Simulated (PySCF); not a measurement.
Consider C$_{5}$H$_{9}$ClO.

Input

```
{"job": {"kind": "uv", "xc": "CAM-B3LYP", "basis": "def2-SVPD", "nstates": 8, "ntriplets": 3}, "charge": 0, "multiplicity": 1}
C      0.176601     1.398604    -0.637805
C     -0.060317     0.040712     0.027560
C     -0.271624    -1.037777    -1.041004
C      1.129620    -0.322498     0.923365
C     -1.302485     0.143805     0.876962
O     -2.005681     1.082492     1.036690
Cl    -1.702463    -1.369531     1.716995
H      0.310204     2.174046     0.111812
H      1.067585     1.352996    -1.258247
H     -0.670787     1.672161    -1.260976
H      0.606077    -1.089718    -1.680130
H     -1.134441    -0.798567    -1.658532
H     -0.427558    -2.010869    -0.584472
H      1.262390     0.425713     1.701710
H      0.980107    -1.291275     1.391576
H      2.035176    -0.361350     0.323085
```

Launched as:

```sh
OMP_NUM_THREADS=1 python probes_run.py task.json out
```

Geometry: GFN2-xTB.

Theory: CAM-B3LYP/def2-SVPD, SCF density, gas phase (PySCF 2.14.0).

What can the converged electron density and electron localisation function tell about the bonding?

C–O (1.18 Å): the density is about 3.5 e/Å³ at the midpoint; the ELF peaks at about 0.85 between the atoms; a multiple bond.
C–C (1.51 Å): the density is about 1.8 e/Å³ at the midpoint; the ELF peaks at about 0.95 between the atoms, as expected for a covalent bond.
C–Cl (1.78 Å): the density is about 1.3 e/Å³ at the midpoint; the ELF peaks at about 0.90 between the atoms; a covalent bond.
C–H (1.09 Å): ρ at the midpoint is about 2 e/Å³; the ELF climbs to about 1 towards the hydrogen, as it does in any bond to H: a covalent bond by its length.

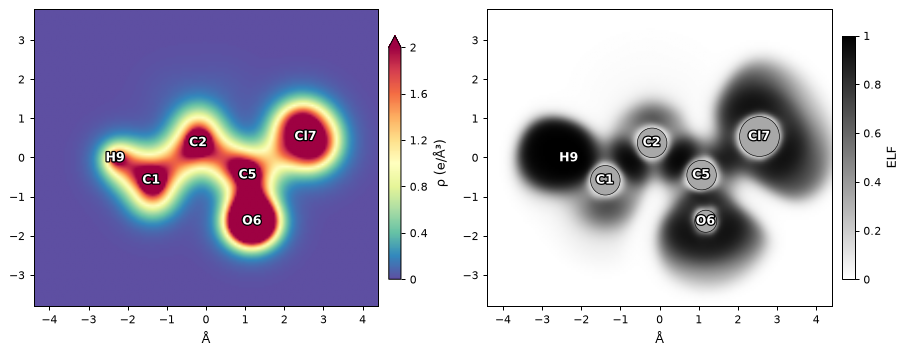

Computed electron density and electron localisation function on the plane of atoms C2, C1 and H9, in this order. Grey discs cover the atomic cores in the ELF map. 
